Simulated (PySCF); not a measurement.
The calculation's input:

```
{"job": {"kind": "nmr", "xc": "PBE0", "basis": "pcSseg-1"}, "charge": 0, "multiplicity": 1}
C     -1.276810    -2.500748    -0.572364
Si    -0.933575    -1.322377     0.858346
C     -1.933867     0.297289     0.713784
C     -1.119522     1.329320    -0.081093
C      0.285982     1.521088     0.506432
Si     1.112948    -0.195042     0.630535
P      1.925177    -0.719063    -1.424247
H     -0.647035    -3.401418    -0.504095
H     -2.330892    -2.819727    -0.573002
H     -1.062807    -2.010941    -1.535179
H     -1.180367    -2.014366     2.163178
H     -2.118159     0.676882     1.734485
H     -2.923224     0.126034     0.258332
H     -1.026258     0.994152    -1.130493
H     -1.653709     2.294307    -0.121871
H      0.218721     1.942529     1.525281
H      0.881933     2.229835    -0.091014
H      2.137331    -0.272121     1.718772
H      2.428250    -1.998302    -1.034424
H      3.185764    -0.063108    -1.266821
```

Command:

```sh
OMP_NUM_THREADS=1 python probes_run.py task.json out
```

Geometry: PBE0-D3(BJ)/def2-SVP.

All numbers below come from PBE0/pcSseg-1, SCF density, gas phase, non-relativistic in PySCF 2.14.0.

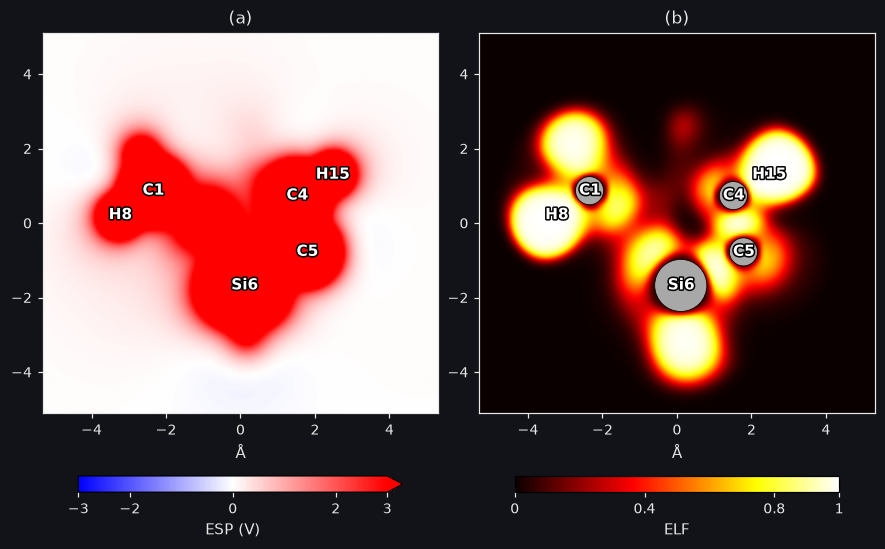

C$_{4}$H$_{13}$PSi$_{2}$. (a) molecular electrostatic potential; (b) electron localisation function on the plane of atoms C4, C5 and Si6. Grey discs cover the atomic cores in the ELF map.

> Describe what can be read from this map.

- The plane passes through C, Si and H nuclei.
- C–C (1.54 Å): the ELF peaks at about 0.95 between the atoms (localised, covalent bonding).
- C–Si (1.91 Å): the ELF peaks at about 0.95 between the atoms; a covalent bond.
- C–H (1.10 Å): the ELF climbs to about 1 towards the hydrogen, as it does in any bond to H: an ordinary covalent bond to hydrogen.
- The potential has no marked negative region in this plane.
